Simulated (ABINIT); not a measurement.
# KI (Fm-3m): G0W0 with and without spin-orbit coupling

Is the spin-orbit change of the gap of KI (Fm-3m) the same in DFT and in GW?

Calculated with ABINIT 10.8.3; PBE and many-body steps on it, plane waves.

## (1) The structure

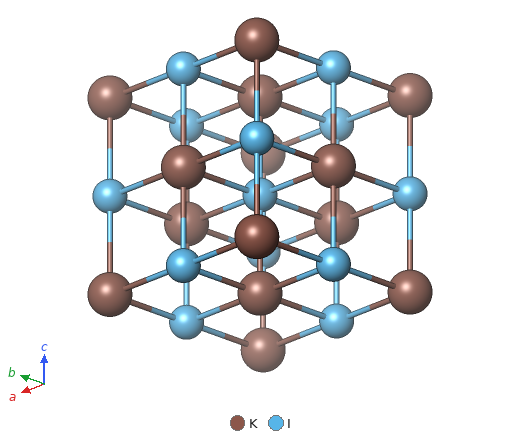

Start, viewed from a free direction; potassium brown, iodine blue. This picture shows the conventional cell, with its axes. Some periodic images of atoms are drawn too.

The cell and positions come from the Crystallography Open Database and are kept as given unless a step says otherwise. Spin-orbit coupling is left out unless a step names it.

## (2) Empty states on the mesh, 4×4×4 mesh, 142 bands

This step: ABINIT 10.8.3; DFT, PBE, plane waves, norm-conserving pseudopotentials.

The sums over transitions need many empty states on a uniform mesh; this step solves for them.

File run.abi:

```
acell 3*1.0 Angstrom
rprim 
  0.000000000000 3.532775000000 3.532775000000
  3.532775000000 0.000000000000 3.532775000000
  3.532775000000 3.532775000000 -0.000000000000
ntypat 2
znucl 19 53
natom 2
typat 1 2
xred 
  0.000000000000 0.000000000000 0.000000000000
  0.500000000000 0.500000000000 0.500000000000
pp_dirpath "pseudos"
pseudos "K.upf, I.upf"
ecut 33
ngkpt 4 4 4
nshiftk 1
shiftk 0 0 0
kptopt 1
chksymbreak 0
iscf -2
irdden 1
istwfk *1
nband 142
nbdbuf 12
tolwfr 1e-09
nstep 60
prtvol 0
indata_prefix "in"
outdata_prefix "out"
tmpdata_prefix "tmp"
```

Started as:

```
$ OMP_NUM_THREADS=1 mpirun -n 4 abinit run.abi > log
```

Numbers of over 12 decimals in the logs are rounded to 6 here.

What it wrote:

```text
.Version 10.8.3 of ABINIT. v10.8.2 released Aug 2026.

 Symmetries : space group Fm -3 m (#225); Bravais cF (face-center cubic)
[... echo of the input left out ...]
== DATASET  1 ==================================================================
-   mpi_nproc: 4, omp_nthreads: 1 (-1 if OMP is not activated)

--- !DatasetInfo
iteration_state: {dtset: 1, }
dimensions: {natom: 2, nkpt: 8, mband: 142, nsppol: 1, nspinor: 1, nspden: 1, mpw: 5434, }
cutoff_energies: {ecut:  33.0, pawecutdg:  -1.0, }
[...]
2.31030    2.31030    2.50114    2.50114    2.50114    2.50526    2.50830    2.50830
   2.50830    2.52693    2.52693    2.52693    2.53119    2.53119    2.53847    2.53847
   2.53847    2.55371    2.55371    2.55371    2.60174    2.60175
 prteigrs : prtvol=0 or 1, do not print more k-points.

== END DATASET(S) ==============================================================
================================================================================

 -outvars: echo values of variables after computation  --------
            nband         142
             nkpt           8
          spgroup         225
 [... the other variables as echoed above ...]

 Calculation completed.
```

Wall time 55 s (4 MPI ranks of Arm Neoverse V1, shared host); peak memory 0.4 GiB; 3.7 min of CPU time.

This step gave:

```
gap                                                           : 3.962 eV
k of the valence top                                          : 0, 0, 0
k of the conduction bottom                                    : 0, 0, 0
least direct gap                                              : 3.962 eV
k points computed                                             : 8
lowest point of the top converged band, above the valence top : 66.7620 eV
```

On this mesh the gap is 3.962 eV.

The density comes from a self-consistent run that is not shown.

## (3) Screening, 4×4×4 mesh, 130 bands, screening to 119.7 eV

The RPA dielectric matrix is built and inverted for each q.

This step: RPA screening on PBE, plane waves, norm-conserving pseudopotentials.

Edit run.abi of step 2 so:

```diff
@@ -20,10 +20,11 @@
 chksymbreak 0
-iscf -2
-irdden 1
 istwfk *1
-nband 142
-nbdbuf 12
-tolwfr 1e-09
-nstep 60
-prtvol 0
+occopt 1
+irdwfk 1
+optdriver 3
+nband 130
+ecuteps 4.4
+inclvkb 0
+awtr 1
+symchi 1
 indata_prefix "in"
```

What it wrote:

```text
.Version 10.8.3 of ABINIT. v10.8.2 released Aug 2026.

 Symmetries : space group Fm -3 m (#225); Bravais cF (face-center cubic)
[... echo of the input left out ...]
== DATASET  1 ==================================================================
-   mpi_nproc: 4, omp_nthreads: 1 (-1 if OMP is not activated)

--- !DatasetInfo
iteration_state: {dtset: 1, }
dimensions: {natom: 2, nkpt: 8, mband: 130, nsppol: 1, nspinor: 1, nspden: 1, mpw: 5434, }
cutoff_energies: {ecut:  33.0, pawecutdg:  -1.0, }
electrons: {nelect:   1.60000000E+01, charge:   0.00000000E+00, occopt:   1.00000000E+00, tsmear:   1.00000000E-02, }

 SCREENING: Calculation of the susceptibility and dielectric matrices

 Based on a program developped by R.W. Godby, V. Olevano, G. Onida, and L. Reining.
 Incorporated in ABINIT by V. Olevano, G.-M. Rignanese, and M. Torrent.
.Using double precision arithmetic ; gwpc =  8

[... cell and pseudopotentials left out ...]
--------------------------------------------------------------------------------

 ==== K-mesh for the wavefunctions ====
 Number of points in the irreducible wedge :     8
[... list of points left out ...]
 Together with 48 symmetry operations and time-reversal symmetry
 yields    64 points in the full Brillouin Zone.

 ==== Q-mesh for the screening function ====
 Number of points in the irreducible wedge :     8
[... list of points left out ...]
 Together with 48 symmetry operations and time-reversal symmetry
 yields    64 points in the full Brillouin Zone.

 setmesh: FFT mesh size selected  =    36x   36x   36
          total number of points  =        46656

 vcoul_init : cutoff-mode = AUXILIARY_FUNCTION
 q-points for optical limit:   1
     1)      0.000010    0.000020    0.000030

- screening: taking advantage of time-reversal symmetry
- Maximum band index for partially occupied states nbvw = 8
- Remaining bands to be divided among processors   nbcw = 122
- Number of bands treated by each node ~30

 Number of electrons calculated from density =   16.0000; Expected =   16.0000
 average of density, n =  0.026887
 r_s =    2.0707
 omega_plasma =   15.8172 [eV]

 calculating chi0 at frequencies [eV] :
  1    0.000000E+00    0.000000E+00
  2    0.000000E+00    1.581715E+01

--------------------------------------------------------------------------------
  q-point number  1        q = ( 0.000000, 0.000000, 0.000000) [r.l.u.]
--------------------------------------------------------------------------------
[... chi0 elements left out ...]
 For q-point:  0.000010 0.000020 0.000030
  dielectric constant =   2.4903
  dielectric constant without local fields =   3.0370

  Average fulfillment of the sum rule on Im[epsilon] for q-point    1 :     80.82  [%]
[... wings left out ...]
  q-point number  2        q = ( 0.250000, 0.000000, 0.000000) [r.l.u.]
--------------------------------------------------------------------------------
[... chi0 elements left out ...]
  Average fulfillment of the sum rule on Im[epsilon] for q-point    2 :     88.81  [%]

 [... 6 further q-points ...]
```

The job ended after 45 s (4 MPI ranks; peak memory 1.4 GiB; 3 min of CPU time).

This step gave:

* ε∞ with local fields, on this mesh, along the program's q direction: 2.490
* the same without local fields: 3.037
* plasma frequency: 15.82 eV
* plane waves in the screening matrix: 259

Local fields lower ε∞ by 18 %.

## (4) Scalar-relativistic

The self-energy is evaluated for the states that the input lists, and the levels follow from it, in one-shot runs by the linearised quasiparticle equation.

This step: G0W0 on PBE, plane waves, norm-conserving pseudopotentials.

Edit run.abi of step 3 so:

```diff
@@ -23,8 +23,15 @@
 irdwfk 1
-optdriver 3
+optdriver 4
 nband 130
+gwcalctyp 0
+ecutsigx 33
+symsigma 1
+nkptgw 1
+kptgw 
+  0.0000000000 0.0000000000 0.0000000000
+bdgw 
+  6 12
 ecuteps 4.4
-inclvkb 0
-awtr 1
-symchi 1
+irdscr 1
+ppmodel 1
 indata_prefix "in"
```

What it wrote:

```text
.Version 10.8.3 of ABINIT. v10.8.2 released Aug 2026.

 Symmetries : space group Fm -3 m (#225); Bravais cF (face-center cubic)
[... echo of the input left out ...]
== DATASET  1 ==================================================================
-   mpi_nproc: 4, omp_nthreads: 1 (-1 if OMP is not activated)

--- !DatasetInfo
iteration_state: {dtset: 1, }
dimensions: {natom: 2, nkpt: 8, mband: 130, nsppol: 1, nspinor: 1, nspden: 1, mpw: 5434, }
cutoff_energies: {ecut:  33.0, pawecutdg:  -1.0, }
electrons: {nelect:   1.60000000E+01, charge:   0.00000000E+00, occopt:   1.00000000E+00, tsmear:   1.00000000E-02, }

 SIGMA: Calculation of the GW corrections

 Based on a program developped by R.W. Godby, V. Olevano, G. Onida, and L. Reining.
 Incorporated in ABINIT by V. Olevano, G.-M. Rignanese, and M. Torrent.
.Using double precision arithmetic ; gwpc =  8

[... cell and pseudopotentials left out ...]
--------------------------------------------------------------------------------

 ==== K-mesh for the wavefunctions ====
 Number of points in the irreducible wedge :     8
[... list of points left out ...]
 Together with 48 symmetry operations and time-reversal symmetry
 yields    64 points in the full Brillouin Zone.

 ==== Q-mesh for screening function ====
 Number of points in the irreducible wedge :     8
[... list of points left out ...]
 Together with 48 symmetry operations and time-reversal symmetry
 yields    64 points in the full Brillouin Zone.

 vcoul_init : cutoff-mode = AUXILIARY_FUNCTION
 q-points for optical limit:   1
     1)      0.000010    0.000020    0.000030
 setmesh: FFT mesh size selected  =    50x   50x   50
          total number of points  =       125000

 Number of electrons calculated from density =   16.0000; Expected =   16.0000
 average of density, n =  0.026887
 r_s =    2.0707
 omega_plasma =   15.8172 [eV]

 === KS Band Gaps ===
  >>>> For spin  1
   Minimum direct gap =   3.9625 [eV], located at k-point      :   0.0000  0.0000  0.0000
   Fundamental gap    =   3.9625 [eV], Top of valence bands at :   0.0000  0.0000  0.0000
                                       Bottom of conduction at :   0.0000  0.0000  0.0000
 SIGMA fundamental parameters:
 PLASMON POLE MODEL  1
 number of plane-waves for SigmaX                 5329
 number of plane-waves for SigmaC and W            259
 number of plane-waves for wavefunctions          5329
 number of bands                                   130
 number of independent spin polarizations            1
 number of spinorial components                      1
 number of k-points in IBZ                           8
 number of q-points in IBZ                           8
 number of symmetry operations                      48
 number of k-points in BZ                           64
 number of q-points in BZ                           64
 number of frequencies for dSigma/dE                 9
 frequency step for dSigma/dE [eV]                0.25
 number of omega for Sigma on real axis              0
 max omega for Sigma on real axis  [eV]           0.00
 zcut for avoiding poles [eV]                     0.10

 EPSILON^-1 parameters (SCR file):
 dimension of the eps^-1 matrix on file            259
 dimension of the eps^-1 matrix used               259
 number of plane-waves for wavefunctions          5329
 number of bands                                   130
 number of q-points in IBZ                           8
 number of frequencies                               2
 number of real frequencies                          1
 number of imag frequencies                          1

 matrix elements of self-energy operator (all in [eV])

 Perturbative Calculation

--- !SelfEnergy_ee
iteration_state: {dtset: 1, }
kpoint     : [   0.000,    0.000,    0.000, ]
spin       : 1
KS_gap     :    3.962
QP_gap     :    6.029
Delta_QP_KS:    2.067
data: !SigmaeeData |
     Band     E0 <VxcDFT>   SigX SigC(E0)      Z dSigC/dE  Sig(E)    E-E0       E
        6   0.119 -11.176 -14.233   1.238   0.811  -0.232 -12.652  -1.476  -1.357
        7   0.119 -11.176 -14.233   1.238   0.811  -0.232 -12.652  -1.476  -1.357
        8   0.119 -11.176 -14.233   1.238   0.811  -0.232 -12.652  -1.476  -1.357
        9   4.081  -6.410  -2.934  -2.783   0.853  -0.172  -5.819   0.591   4.672
       10   6.624  -7.766  -3.475  -2.929   0.846  -0.182  -6.615   1.151   7.775
       11   6.624  -7.766  -3.475  -2.929   0.846  -0.182  -6.615   1.151   7.775
       12   6.624  -7.766  -3.475  -2.929   0.846  -0.182  -6.615   1.151   7.775

== END DATASET(S) ==============================================================
================================================================================

 -outvars: echo values of variables after computation  --------
           etotal      0.0000000000E+00
            nband         130
             nkpt           8
          spgroup         225
 [... the other variables as echoed above ...]

 Calculation completed.
```

The job ended after 9.9 s (4 MPI ranks; peak memory 1.4 GiB; 39 s of CPU time).

This step gave:

```yaml
g0w0_gap_on_the_points_computed: 6.029 eV
starting_gap_on_the_mesh: 3.962 eV
k_of_the_valence_top: 0, 0, 0
k_of_the_conduction_bottom: 0, 0, 0
z_at_the_valence_top: 0.811
z_at_the_conduction_bottom: 0.853
least_direct_g0w0_gap_on_the_computed_points: 6.029 eV
```

The gap on the mesh goes from 3.96 eV to 6.03 eV, a correction of +2.07 eV.

## (5) Empty states on the mesh, 4×4×4 mesh, 286 bands

This step: DFT, PBE with spin-orbit coupling, plane waves, norm-conserving pseudopotentials.

Edit run.abi of step 4 so:

```diff
@@ -15,2 +15,3 @@
 ecut 33
+nspinor 2
 ngkpt 4 4 4
@@ -20,18 +21,10 @@
 chksymbreak 0
+iscf -2
+irdden 1
 istwfk *1
-occopt 1
-irdwfk 1
-optdriver 4
-nband 130
-gwcalctyp 0
-ecutsigx 33
-symsigma 1
-nkptgw 1
-kptgw 
-  0.0000000000 0.0000000000 0.0000000000
-bdgw 
-  6 12
-ecuteps 4.4
-irdscr 1
-ppmodel 1
+nband 286
+nbdbuf 26
+tolwfr 1e-09
+nstep 60
+prtvol 0
 indata_prefix "in"
```

What it wrote:

```text
.Version 10.8.3 of ABINIT. v10.8.2 released Aug 2026.

 Symmetries : space group Fm -3 m (#225); Bravais cF (face-center cubic)
[... echo of the input left out ...]
== DATASET  1 ==================================================================
-   mpi_nproc: 4, omp_nthreads: 1 (-1 if OMP is not activated)

--- !DatasetInfo
iteration_state: {dtset: 1, }
dimensions: {natom: 2, nkpt: 8, mband: 286, nsppol: 1, nspinor: 2, nspden: 1, mpw: 5434, }
cutoff_energies: {ecut:  33.0, pawecutdg:  -1.0, }
[...]
2.53117    2.53117    2.53117    2.53117    2.53837    2.53837    2.53837    2.53837
   2.53837    2.53837    2.55085    2.55085    2.55505    2.55505    2.55505    2.55505
   2.60171    2.60171    2.60172    2.60175    2.64465    2.64492
 prteigrs : prtvol=0 or 1, do not print more k-points.

== END DATASET(S) ==============================================================
================================================================================

 -outvars: echo values of variables after computation  --------
            nband         286
             nkpt           8
          spgroup         225
 [... the other variables as echoed above ...]

 Calculation completed.
```

Wall time 7 min (4 MPI ranks); peak memory 0.75 GiB.

Numbers from this step:

- gap: 3.641 eV
- k of the valence top: 0, 0, 0
- k of the conduction bottom: 0, 0, 0
- least direct gap: 3.641 eV
- k points computed: 8
- lowest point of the top converged band, above the valence top: 66.4197 eV

On this mesh the gap is 3.641 eV.

The density comes from a self-consistent run that is not shown, made with spin-orbit coupling and fully relativistic files.

(Continued in part 2 of 2.)

[Paths, hosts, dates, memory and timing lines, banners, echoed tables and standing remarks are left out of the program output.]

[Logs are printed without paths, hosts, clocks, repeated set-up lines and the standing remarks that a program may print on its own settings, such as how far it seeks lower states.]

[Runs of the session that timed out or met a known fault of the program may be left out.]

[Hosts, paths, dates, database ids (printed as entryN), source tags and the programs' standing remarks are cut or masked in the printed files.]

[G0W0 gaps are taken among the corrected bands and points alone; a level outside them can change the order at an edge.]

[Where Ansatz stands beside ABINIT at settings called matched, ABINIT's density can come from a denser mesh and the files from another edition; pairs whose starting gaps differed by over 0.03 eV were left out, so agreement reads better than it is.]
